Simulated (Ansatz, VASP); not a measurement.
## NaCl: VASP beside Ansatz

Aim: how closely do two programs agree when they are given the same cell, functional and k mesh? The cell comes out of the VASP series on this material, whose earlier steps may have relaxed, scaled or displaced it; both programs get it as it stands.

Calculated with Ansatz 0.2.0; plane waves, with VASP 6.6.1 beside it; single point at PBEsol and band structure at PBEsol.

**1. Set-up**

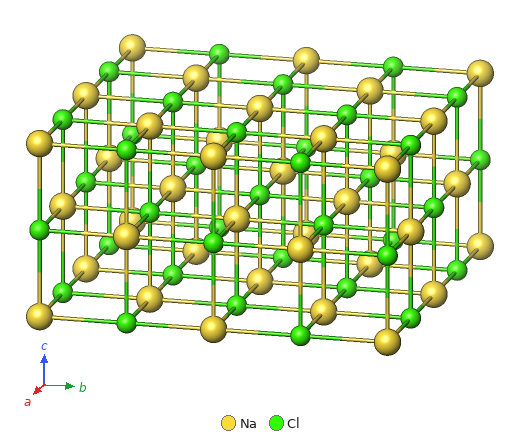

The starting structure, seen slightly off an axis (sodium yellow, chlorine green). 2×2×1 cells are drawn. This picture shows the conventional cell, with its axes. Some periodic images of atoms are drawn too.

**2. Ansatz: single point, PBEsol**

Ansatz runs on its default PAW (the set named soft_2) files.

With cell and atoms fixed, the geometry can't cause a difference; cores, projectors, grids and the points listed under the comparison can.

input.yaml

```yaml
crystal:
  lattice:
    - [0.0, 2.7974399408, 2.7974399408]
    - [2.7974399408, 0.0, 2.7974399408]
    - [2.7974399408, 2.7974399408, 0.0]
  atoms:
    - { symbol: Na, position: [0.0, 0.0, 0.0] }
    - { symbol: Cl, position: [0.5, 0.5, 0.5] }
hamiltonian:
  xc: pbesol
  pseudopotentials: { kind: paw }
kpoints:
  mp_grid: { grid: [7, 7, 7] }
scf:
  occupations: { method: gaussian, width: 0.05 }
  n_extra_bands: 4
output:
  forces: true
  stress: true
  eigenvalues: true
```

Launch:

```
$ ansatz run input.yaml --threads 2 --pin off --max-ram 4608MiB --backend cpu --events-out ev --progress --plain --runs-dir out
```

Numbers of over 12 decimals in the logs are rounded to 6 here.

Log:

```text
scf.n_extra_bands = 4 over 8 filled bands (N_el = 16.0): the run solves 12 bands
Engine: ansatz 0.2.0, x86_64-unknown-linux-gnu
Pseudopotentials: kind: paw
Pseudopotential: Na, paw, valence charge 9, recommended cutoff 420 eV (normal), Na.paw.azcp
Pseudopotential: Cl, paw, valence charge 7, recommended cutoff 420 eV (normal), Cl.paw.azcp
Functional definition: PBEsol
  exchange = pbesol_x
  correlation = pbesol_c
Crystal: 2 atoms, lattice volume = 43.784 Å³
Basis set: ecut = 420 eV, 869 PW (Γ), exchange–correlation on 54×54×54 points (8 copies of the dense FFT grid, shifted against one another)
Bands: 12, of which v1, the nominal top of the filled ones, is band 8 counted from 1 (7 counted from 0)
Symmetry: 48 space group operations
Space group: Fm-3m (ITA 225), of the structure as read, at distance tolerance 3.5e-5 Å
k-points: 20 of 343
Non-local potential: Na, projectors of the file, l = 0: 3, l = 1: 2, l = 2: 1
Non-local potential: Cl, projectors of the file, l = 0: 2, l = 1: 2, l = 2: 2
PAW form: soft (Blöchl's): semilocal exchange-correlation on the pseudo side does not see the compensation charge
PAW frozen core: Na, regenerated for the run's functional, and the local potential with it (the file was generated under x = pbe(κ = 0.804, μ = 0.219515), c = pbe(β = 0.066725))
PAW frozen core: Cl, regenerated for the run's functional, and the local potential with it (the file was generated under x = pbe(κ = 0.804, μ = 0.219515), c = pbe(β = 0.066725))
PAW one-centre angular grid: Na, 110 points (default); XC on 64 Gauss nodes
PAW one-centre angular grid: Cl, 110 points (default); XC on 64 Gauss nodes
Initial density: superposition of atomic densities (neutral atoms: chi_scale 0, normalization atom), corrected by the library's trained network
Initial wavefunctions: pseudopotential atomic-orbital guess
Functional: x = pbesol(κ = 0.804, μ = 0.123457), c = pbesol(β = 0.046)
SCF iter   1: F=—  HF=-2540.289476 eV  |F-HF|=—  |Δ(HF+E_count)|=         —  Δρ=2.87e-3  dr2=3.92e-3  ethr=1.77e-3  ⟨swp⟩=5.7  Hψ=1408  notcnv=0
preconditioner: auto → none  [insulator: Δε(μ)=4.970 eV  Ē_g=20.766 eV  σ=0.050 eV  W_gap=1.00  n_scr=14 (ndim 8)  ℏωp=21.0 eV  f_vac=0.027  D(μ)=0.00/eV (n_scr^D=0)  ε∞_Penn≈2.0]
SCF iter   2: F=—  HF=-2540.286781 eV  |F-HF|=—  |Δ(HF+E_count)|=   2.69e-3  Δρ=1.25e-3  dr2=8.61e-4  ethr=2.45e-5  ⟨swp⟩=2.8  Hψ=542  notcnv=0
SCF iter   3: F=—  HF=-2540.286721 eV  |F-HF|=—  |Δ(HF+E_count)|=   6.00e-5  Δρ=7.92e-4  dr2=3.79e-4  ethr=5.38e-6  ⟨swp⟩=2.1  Hψ=328  notcnv=0
SCF iter   4: F=—  HF=-2540.286587 eV  |F-HF|=—  |Δ(HF+E_count)|=   1.34e-4  Δρ=1.52e-4  dr2=7.83e-6  ethr=2.37e-6  ⟨swp⟩=2.0  Hψ=307  notcnv=0
SCF iter   5: F=—  HF=-2540.286608 eV  |F-HF|=—  |Δ(HF+E_count)|=   2.05e-5  Δρ=6.15e-5  dr2=2.95e-6  ethr=4.89e-8  ⟨swp⟩=2.0  Hψ=380  notcnv=0
SCF iter   6: F=—  HF=-2540.286607 eV  |F-HF|=—  |Δ(HF+E_count)|=   6.09e-7  Δρ=2.73e-5  dr2=5.71e-7  ethr=1.84e-8  ⟨swp⟩=2.0  Hψ=305  notcnv=0
SCF iter   7: F=-2540.286607 eV  HF=-2540.286607 eV  |F-HF|=2.50e-8  |Δ(HF+E_count)|=   1.44e-7  Δρ=7.07e-6  dr2=3.83e-8  ethr=6.25e-10  ⟨swp⟩=2.9  Hψ=807  notcnv=0
SCF 1 converged in 7 iterations: F = -2540.286607 eV  dr2 = 3.83e-8
  greatest PAW one-centre occupation: 0.999 electrons in one spin orbital (limit 2), on the Na atom at site 0 (counted from 0), in its partial waves of l = 0
SCF converged after 7 iterations
Free energy (F): -2540.286607 eV
Harris-Foulkes:  -2540.286607 eV  (|F-HF|=2.50e-8)
Internal energy: -2540.286607 eV  (E = F + TS)
E sigma→0 (E₀):  -2540.286607 eV
Fermi energy:    3.745996 eV
--- Per-component energies (eV) ---
  E_band       = -230.964170
  E_kinetic    = 282.665223
  E_local      = -1517.503303  (includes V_loc(G=0)·N_el)
  E_nonlocal   = 144.830219
  E_hartree    = 533.634851
  E_xc         = -145.020043
  E_vxc        = -171.883812  (∫ρ·V_xc dr)
  E_paw        = -895.323466  (= ΣΔE_a)
  E_vpaw       = -36.344383  (= ΣTr[D̂ρ^β])
  E_aug_tail   = 0.000081  (compensation charges beyond the density's cutoff)
  E_ewald      = -943.703296
  E_core_change = 0.133126  (= ΣΔE_core)
  E_smearing   = -0.000000  (= −TS)
  E_closure    = -0.000000  (closes the sum)
  Σ components = -2540.286607   (vs F -2540.286607, Δ=0.00e0)
--- Forces (eV/Å), atoms counted from 1 ---
  atom   1  Na    -0.00000000    -0.00000000     0.00000000
  atom   2  Cl     0.00000000    -0.00000000     0.00000000
  max |Σ_I F_I| component: 3.30e-30 eV/Å
--- Stress (GPa, compression-positive) ---
        0.100595      -0.000000       0.000000
       -0.000000       0.100595      -0.000000
        0.000000       0.000000       0.100595
  P = ⅓ Tr σ = 0.1006 GPa (1.006 kbar)
--- Band table (eV; the first three rows and the last of 20) ---
  k-point 0: bands = [... 4 lower, -11.4637, 1.2333, 1.2333, 1.2333, 6.2582, 12.1503, 12.1503, 12.1503]
  k-point 1: bands = [... 4 lower, -11.3979, 0.7360, 1.1772, 1.1772, 6.9059, 11.5057, 12.3915, 12.3915]
  k-point 2: bands = [... 4 lower, -11.2443, -0.1449, 1.0562, 1.0562, 7.9665, 11.1117, 12.3916, 12.3916]
  k-point 19: bands = [... 4 lower, -11.0324, -0.1134, -0.0428, 0.5773, 9.9257, 10.4115, 11.1552, 12.9064]
```

Run time: 0.29 s. Hardware: 2 threads of Intel Xeon 6975P-C (Granite Rapids), shared host; peak memory 0.34 GiB.

The run ends at a pressure of 0.10 GPa.

**3. VASP: single point, PBEsol**

The same cell, functional, mesh and smearing now go to VASP, with its own data sets and cutoff.

Lines of VASP's logs that name or quote its potential files are left out, and so is its time.

INCAR

```
SYSTEM = NaCl
PREC = Accurate
ENCUT = 400
EDIFF = 1E-06
NELM = 100
ISMEAR = 0
SIGMA = 0.05
LREAL = .FALSE.
ALGO = Normal
GGA = PS
NBANDS = 13
LORBIT = 11
LWAVE = .FALSE.
LCHARG = .TRUE.
ISIF = 2
LELF = .TRUE.
LVHAR = .TRUE.
```

POSCAR

```
NaCl
1.0
    0.0000000000      2.7974399408      2.7974399408
    2.7974399408      0.0000000000      2.7974399408
    2.7974399408      2.7974399408      0.0000000000
Na Cl
1 1
Direct
    0.0000000000      0.0000000000      0.0000000000
    0.5000000000      0.5000000000      0.5000000000
```

KPOINTS

```
Automatic mesh
0
Gamma
7 7 7
0 0 0
```

Potentials, in the order of the species: Na_pv and Cl (PBE family, release 64).

Launch:

```
$ mpirun -np 2 vasp_std
```

Log:

```text
[banner, memory and clock lines left out]
running    2 mpi-ranks, on    1 nodes
 distrk:  each k-point on    2 cores,    1 groups
 distr:  one band on    1 cores,    2 groups

 POSCAR found type information on POSCAR NaCl
 POSCAR found :  2 types and       2 ions
|                                                                             |
|               ----> ADVICE to this user running VASP <----                  |
|                                                                             |
|     You enforced a specific xc type in the INCAR file but a different       |
|     [... a line on the potential file left out ...]
|     I HOPE YOU KNOW WHAT YOU ARE DOING!                                     |
|                                                                             |

 LDA part: xc-table for (Slater+PW92), standard interpolation
|                                                                             |
|           W    W    AA    RRRRR   N    N  II  N    N   GGGG   !!!           |
|           W    W   A  A   R    R  NN   N  II  NN   N  G    G  !!!           |
|           W    W  A    A  R    R  N N  N  II  N N  N  G       !!!           |
|           W WW W  AAAAAA  RRRRR   N  N N  II  N  N N  G  GGG   !            |
|           WW  WW  A    A  R   R   N   NN  II  N   NN  G    G                |
|           W    W  A    A  R    R  N    N  II  N    N   GGGG   !!!           |
|                                                                             |
|     The number of bands has been changed from the values supplied in        |
|     The orbitals not found in the WAVECAR file will be initialized with     |
|     random numbers, which is usually adequate. For correlated               |
|     calculations, however, you should redo the groundstate calculation.     |
|     I found NBANDS = 13. Now, NBANDS = 14.                                  |
|                                                                             |

 POSCAR, INCAR and KPOINTS ok, starting setup
 FFT: planning ... GRIDC
 FFT: planning ... GRID_SOFT
 FFT: planning ... GRID
 WAVECAR not read
 entering main loop
       N       E                     dE             d eps       ncg     rms          rms(c)
DAV:   1     0.901004847994E+02    0.90100E+02   -0.61441E+03   560   0.843E+02
DAV:   2    -0.447391741418E+00   -0.90548E+02   -0.84261E+02   634   0.250E+02
DAV:   3    -0.705612692673E+01   -0.66087E+01   -0.65749E+01   722   0.638E+01
DAV:   4    -0.715621628652E+01   -0.10009E+00   -0.10006E+00   668   0.866E+00
DAV:   5    -0.715852854137E+01   -0.23123E-02   -0.23122E-02   718   0.130E+00    0.189E+00
DAV:   6    -0.700503922913E+01    0.15349E+00   -0.24666E-01   718   0.348E+00    0.135E+00
DAV:   7    -0.699462574177E+01    0.10413E-01   -0.61579E-02   760   0.163E+00    0.925E-01
DAV:   8    -0.699805100798E+01   -0.34253E-02   -0.75887E-03   620   0.791E-01    0.287E-01
DAV:   9    -0.699793310405E+01    0.11790E-03   -0.20906E-04   698   0.109E-01    0.166E-01
DAV:  10    -0.699796910239E+01   -0.35998E-04   -0.24540E-04   656   0.994E-02    0.501E-02
DAV:  11    -0.699796128146E+01    0.78209E-05   -0.15502E-05   734   0.302E-02    0.156E-02
DAV:  12    -0.699796079484E+01    0.48663E-06   -0.25865E-06   632   0.104E-02
   1 F= -.69979608E+01 E0= -.69979608E+01  d E =-.717269E-17
```

OUTCAR, selected parts (step 3):

```text
ion  position               nearest neighbor table
   1  0.000  0.000  0.000-
   2  0.500  0.500  0.500-

  LATTYP: Found a face centered cubic cell.
 ALAT       =     5.5948798816

 Subroutine GETGRP returns: Found 48 space group operations
 (whereof 48 operations were pure point group operations)

The static configuration has the point symmetry O_h .

 Found     20 irreducible k-points:

   k-points           NKPTS =     20   k-points in BZ     NKDIM =     20   number of bands    NBANDS=     14

   dimension x,y,z NGX =    28 NGY =   28 NGZ =   28
   dimension x,y,z NGXF=    56 NGYF=   56 NGZF=   56

   ENCUT  =  400.0 eV  29.40 Ry    5.42 a.u.   6.45  6.45  6.45*2*pi/ulx,y,z

   NELECT =      14.0000    total number of electrons

 k-points in reciprocal lattice and weights: Automatic mesh
   0.00000000  0.00000000  0.00000000       0.003
   0.14285714  0.00000000  0.00000000       0.023
   0.28571429  0.00000000  0.00000000       0.023
   0.42857143  0.00000000  0.00000000       0.023
   0.14285714  0.14285714  0.00000000       0.017
   0.28571429  0.14285714  0.00000000       0.070
   0.42857143  0.14285714  0.00000000       0.070
  -0.42857143  0.14285714  0.00000000       0.070
  -0.28571429  0.14285714  0.00000000       0.070
[...]
-0.42857143  0.42857143  0.14285714       0.070
  -0.28571429  0.42857143  0.14285714       0.070

 average (electrostatic) potential at core
       1 -46.9279       2 -93.5693

 E-fermi :  -0.3640

 k-point     1 :       0.0000    0.0000    0.0000
  band No.  band energies     occupation
    ...
      3     -21.2491      2.00000
      4     -13.3450      2.00000
      5      -0.6432      2.00000
      6      -0.6432      2.00000
      7      -0.6432      2.00000
      8       4.3762      0.00000
      9      10.3762      0.00000
     10      10.3762      0.00000
     11      10.3762      0.00000
     12      12.6299      0.00000
    ...

 k-point     2 :       0.1429    0.0000    0.0000
  band No.  band energies     occupation
    ...
      3     -21.2493      2.00000
      4     -13.2784      2.00000
      5      -1.1418      2.00000
      6      -0.6993      2.00000
      7      -0.6993      2.00000
      8       5.0252      0.00000
      9       9.6983      0.00000
     10      10.6211      0.00000
     11      10.6211      0.00000
     12      12.3280      0.00000
    ...

 k-point     3 :       0.2857    0.0000    0.0000
  band No.  band energies     occupation
    ...
      3     -21.2504      2.00000
      4     -13.1232      2.00000
      5      -2.0250      2.00000
      6      -0.8205      2.00000
      7      -0.8205      2.00000
      8       6.0918      0.00000
      9       9.2718      0.00000
     10      10.6202      0.00000
     11      10.6202      0.00000
     12      12.8756      0.00000
    ...

  Total       -0.0125226     -0.0125226     -0.0125226      0.0000000     -0.0000000      0.0000000
  in kB       -0.4582405     -0.4582405     -0.4582405      0.0000000     -0.0000000      0.0000000
  external PRESSURE =      -0.4582405 kB  Pullay stress =       0.0000000 kB

  energy-cutoff  :      400.00
  volume of cell :       43.78
      direct lattice vectors                 reciprocal lattice vectors
     0.000000000  2.797439941  2.797439941    -0.178734847  0.178734847  0.178734847
     2.797439941  0.000000000  2.797439941     0.178734847 -0.178734847  0.178734847
     2.797439941  2.797439941  0.000000000     0.178734847  0.178734847 -0.178734847

 POSITION                                       TOTAL-FORCE (eV/Angst)
 -----------------------------------------------------------------------------------
      0.00000      0.00000      0.00000        -0.000000      0.000000      0.000000
      2.79744      2.79744      2.79744         0.000000     -0.000000     -0.000000
 -----------------------------------------------------------------------------------
    total drift:                                0.000000      0.000000      0.000000

  FREE ENERGIE OF THE ION-ELECTRON SYSTEM (eV)
  ---------------------------------------------------
  free  energy   TOTEN  =        -6.9979607948 eV

  energy  without entropy=       -6.9979607948  energy(sigma->0) =       -6.99796079

 total charge
# of ion       s       p       d       tot
------------------------------------------
    1        0.045   5.983   0.000   6.028
    2        1.578   3.556   0.000   5.134
--------------------------------------------------
tot          1.623   9.539   0.000  11.162

[... 3 further parts left out ...]
```

The run ends at a pressure of -0.05 GPa.

**4. Comparison**

Known differences besides the PAW data sets themselves: the data sets hold 16 valence electrons in Ansatz (default PAW (the set named soft_2) files) and 14 in VASP; the cutoff is 420 eV in Ansatz and 400 eV in VASP; Ansatz makes its cores anew for this functional, VASP keeps those of its PBE data sets; VASP leaves aspherical gradient terms in its spheres out (LASPH is not set), Ansatz keeps them. Total energies have different zeros and are not compared.

Compared:

```
              quantity  Ansatz   VASP  difference
        pressure (GPa)    0.10  -0.05       +0.15
gap on the k mesh (eV)   5.025  5.019      +0.005
```

**5. VASP: band structure, PBEsol**

The same path points are solved in both programs, so levels can be compared one by one.

INCAR

```
SYSTEM = NaCl
PREC = Accurate
ENCUT = 400
EDIFF = 1E-06
NELM = 100
ISMEAR = 0
SIGMA = 0.05
LREAL = .FALSE.
ALGO = Normal
GGA = PS
NBANDS = 19
LORBIT = 11
LWAVE = .FALSE.
LCHARG = .FALSE.
KPAR = 2
```

POSCAR is that of step 3.

KPOINTS is that of step 3.

KPOINTS_OPT

```
Line mode
16
Line-mode
Reciprocal
  0.00000000   0.00000000   0.00000000 GAMMA
  0.50000000   0.00000000   0.50000000 X

  0.50000000   0.00000000   0.50000000 X
  0.50000000   0.25000000   0.75000000 W

  0.50000000   0.25000000   0.75000000 W
  0.37500000   0.37500000   0.75000000 K

  0.37500000   0.37500000   0.75000000 K
  0.00000000   0.00000000   0.00000000 GAMMA

  0.00000000   0.00000000   0.00000000 GAMMA
  0.50000000   0.50000000   0.50000000 L

  0.50000000   0.50000000   0.50000000 L
  0.62500000   0.25000000   0.62500000 U

  0.62500000   0.25000000   0.62500000 U
  0.50000000   0.25000000   0.75000000 W

  0.50000000   0.25000000   0.75000000 W
  0.50000000   0.50000000   0.50000000 L

  0.50000000   0.50000000   0.50000000 L
  0.37500000   0.37500000   0.75000000 K

  0.62500000   0.25000000   0.62500000 U
  0.50000000   0.00000000   0.50000000 X
```

Launch:

```
$ mpirun -np 2 vasp_std
```

Log:

```text
[banner, memory and clock lines left out]
running    2 mpi-ranks, on    1 nodes
[...]
[... a notice as in an earlier step ...]

 LDA part: xc-table for (Slater+PW92), standard interpolation
 POSCAR, INCAR and KPOINTS ok, starting setup
[...]
entering main loop
       N       E                     dE             d eps       ncg     rms          rms(c)
DAV:   1     0.100516063872E+03    0.10052E+03   -0.53858E+03   786   0.620E+02
DAV:   2     0.586879651282E+00   -0.99929E+02   -0.90315E+02   871   0.215E+02
DAV:   3    -0.706085388575E+01   -0.76477E+01   -0.75873E+01   900   0.567E+01
DAV:   4    -0.715723500429E+01   -0.96381E-01   -0.96318E-01   934   0.654E+00
[...]
DAV:   9    -0.699795108118E+01    0.22262E-03   -0.31553E-04   853   0.100E-01    0.176E-01
DAV:  10    -0.699796052398E+01   -0.94428E-05   -0.12809E-04   910   0.602E-02    0.189E-02
DAV:  11    -0.699796082008E+01   -0.29610E-06   -0.35878E-06   883   0.131E-02
   1 F= -.69979608E+01 E0= -.69979608E+01  d E =-.199393E-21
 Start KPOINTS_OPT (optional k-point list driver)
k-point batch [1-20\160]
       N       E                     dE             ncg
DAV:   1    -0.115120605335E+04   -0.65594E+04      771
DAV:   2    -0.309088646382E+04   -0.19397E+04      874
DAV:   3    -0.322743118347E+04   -0.13654E+03      915
DAV:   4    -0.322908284564E+04   -0.16517E+01      921
DAV:   5    -0.322910685275E+04   -0.24007E-01      934
DAV:   6    -0.322910745009E+04   -0.59734E-03      939
DAV:   7    -0.322910746872E+04   -0.18625E-04      917
DAV:   8    -0.322910746926E+04   -0.54073E-06      710
[...]
k-point batch [141-160\160]
       N       E                     dE             ncg
DAV:   1    -0.120493233180E+04   -0.10082E+05      776
DAV:   2    -0.313516453034E+04   -0.19302E+04      872
DAV:   3    -0.326919878765E+04   -0.13403E+03     1001
DAV:   4    -0.327090493538E+04   -0.17061E+01      881
DAV:   5    -0.327092880658E+04   -0.23871E-01      906
DAV:   6    -0.327092938963E+04   -0.58305E-03      931
DAV:   7    -0.327092940722E+04   -0.17591E-04      922
DAV:   8    -0.327092940771E+04   -0.48474E-06      698
```

[end of part 1 of 2]

[Lines on the potential files, build, host, timing and source positions are cut from VASP's logs without a mark.]

[Logs are printed without paths, hosts, clocks, repeated set-up lines and the standing remarks that a program may print on its own settings, such as how far it seeks lower states.]

[Hosts, paths, dates, database ids (printed as entryN), source tags and the programs' standing remarks are cut or masked in the printed files.]
